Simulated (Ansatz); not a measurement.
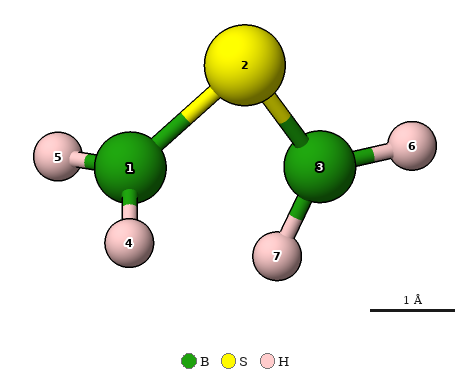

**Figure 1.** The structure (ball-and-stick view, seen at a tilt; atoms are numbered from 1 in the order of the input).

## Phonon calculation of B₂H₄S

B₂H₄S, SMILES BSB, computed with RKS CAM-B3LYP-D4/def2-SVP (Ansatz 0.2.0).

It belongs to a series of runs on one base structure; here: vibrations at the highest image of the band. Figures and captions count atoms from 1; the log counts them from 0 in places.

Output
```
Engine: ansatz 0.2.0, aarch64-unknown-linux-gnu
Functional definition: CAM-B3LYP
  parameter alpha = 0.19
  parameter beta = 0.46
  parameter omega = 0.33/bohr
  parameter ac = 0.81
  exchange = (1 - alpha - beta)*b88_x + beta*b88_x_sr(omega) + alpha*exact_x + beta*exact_x_lr(omega)
  correlation = (1 - ac)*vwn5_c + ac*lyp_c
717 factors; integrals over basis functions are off by at most 4.7e-4 eV
239 factors; integrals over basis functions are off by at most 1.3e-6 eV
mean field evaluation 1: about -12247.1180 eV, gradient 1.1e1 eV
mean field evaluation 2: about -12247.4508 eV, gradient 6.0e0 eV
mean field evaluation 4: about -12247.5702 eV, gradient 4.7e-1 eV
mean field evaluation 8: about -12247.5697 eV, gradient 3.4e-3 eV
mean field -12247.56971037 eV, -450.0898851553 hartree, gradient 2.5e-5 eV, S^2 0.000000; 0 other end points of the search recorded, 0 dependent functions left out
the calculation of the forces begins
reference -12247.56981931 eV, -450.0898891587 hartree; 15, 15 occupied and 51, 51 virtual orbitals, 717 factors
these checks for a lower state are left out or cut short: stability, starts, cluster_reference, orbital_swaps, neighbouring_geometries, increment
717 factors; integrals over basis functions are off by at most 4.7e-4 eV
239 factors; integrals over basis functions are off by at most 1.3e-6 eV
mean field evaluation 16: about -12247.5696 eV, gradient 9.4e-2 eV
mean field -12247.56963891 eV, -450.0898825290 hartree, gradient 1.1e-6 eV, S^2 0.000000; 0 other end points of the search recorded, 0 dependent functions left out
[... from here on the field's lines of each further geometry are left out, up to the last ...]
the calculation of the forces begins
reference -12247.56975054 eV, -450.0898866313 hartree; 15, 15 occupied and 51, 51 virtual orbitals, 717 factors
these checks for a lower state are left out or cut short: stability, starts, cluster_reference, orbital_swaps, neighbouring_geometries, increment
717 factors; integrals over basis functions are off by at most 4.8e-4 eV
239 factors; integrals over basis functions are off by at most 1.3e-6 eV
mean field -12247.56963859 eV, -450.0898825175 hartree, gradient 2.1e-6 eV, S^2 0.000000; 0 other end points of the search recorded, 0 dependent functions left out
the calculation of the forces begins
reference -12247.56974754 eV, -450.0898865212 hartree; 15, 15 occupied and 51, 51 virtual orbitals, 717 factors
WARN: phonons: modes at or below zero, which the zero-point energy, F, S and C_V leave out: 1, the lowest at -223.01 cm⁻¹. A minimum has none, and a first-order saddle one
Total energy: -12247.66712146 eV, -450.0934649466 hartree
Atom 0 at    -1.034733    -0.505970    -0.386351 Å, force     0.000375    -0.000012    -0.000013 eV/Å
Atom 1 at    -0.387479    -0.215509     1.315326 Å, force     0.000359     0.000474    -0.000128 eV/Å
Atom 2 at     1.014319     0.459979     0.481518 Å, force     0.000005    -0.000603     0.000520 eV/Å
Atom 3 at    -0.668941    -1.474978    -0.993279 Å, force    -0.000257     0.000021    -0.000287 eV/Å
Atom 4 at    -1.825496     0.271636    -0.849807 Å, force    -0.000075    -0.000127    -0.000045 eV/Å
Atom 5 at     1.897137     0.966873     1.116901 Å, force    -0.000102     0.000207    -0.000070 eV/Å
Atom 6 at     1.066491     0.429970    -0.730007 Å, force    -0.000305     0.000040     0.000024 eV/Å
Dipole moment:    -0.044562    -0.027602    -0.082173 e Å
Vibrations: -223.01 212.14 460.23 720.44 809.20 825.95 838.66 925.32 1001.65 1197.79 1222.61 2550.44 2610.07 2693.92 2729.38 cm⁻¹, zero-point energy 1.165316 eV
```

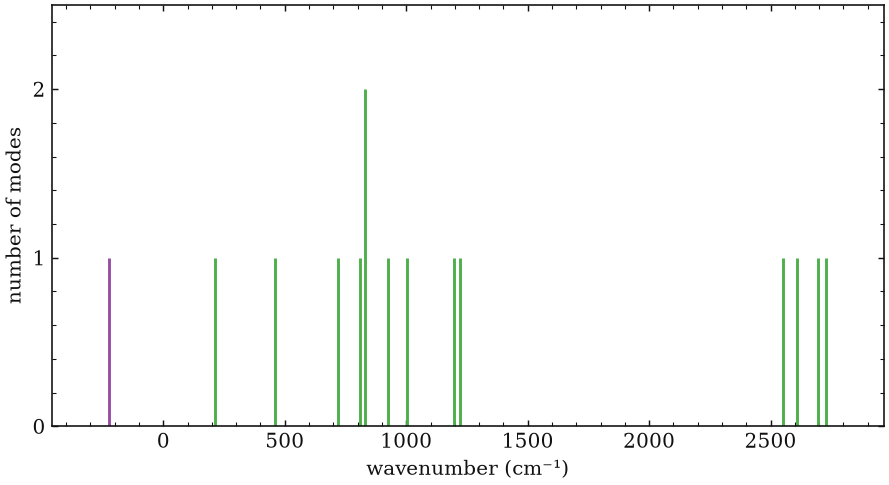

**Figure 2.** Harmonic vibrational wavenumbers from the force constants; neighbouring modes closer than 13 cm⁻¹ are counted in one stick, and imaginary ones are drawn at negative wavenumbers. 15 modes from 223i to 2729 cm⁻¹, 1 imaginary beyond 8i (223i cm⁻¹): a first-order saddle point, if the geometry is stationary.

The run was set up as follows.

Input
```yaml
crystal:
  periodic: [false, false, false]
  atoms:
    - { symbol: B, position_ang: [-1.034733, -0.50597, -0.386351] }
    - { symbol: S, position_ang: [-0.387479, -0.215509, 1.315326] }
    - { symbol: B, position_ang: [1.014319, 0.459979, 0.481518] }
    - { symbol: H, position_ang: [-0.668941, -1.474978, -0.993279] }
    - { symbol: H, position_ang: [-1.825496, 0.271636, -0.849807] }
    - { symbol: H, position_ang: [1.897137, 0.966873, 1.116901] }
    - { symbol: H, position_ang: [1.066491, 0.42997, -0.730007] }
basis:
  gaussian: { orbitals: def2-SVP }
hamiltonian:
  xc: cam_b3lyp
  dispersion: d4
phonons: {}
```

Run as:
```bash
ansatz run input.yaml --threads 1 --pin off --max-ram 2048MiB --backend cpu --events-out ev --progress --plain --runs-dir out
```

Results in brief

| quantity | value |
| --- | --- |
| outcome | converged |
| total energy | −12247.6671 eV |
| mean-field energy | −12247.5698 eV |
| largest force (length of the vector) | 0.001 eV/Å |
| hardware | 1 thread of Arm Neoverse V2, 24 GiB of memory available, shared host |
| wall time | 46 s |
| peak memory | 0.23 GiB |
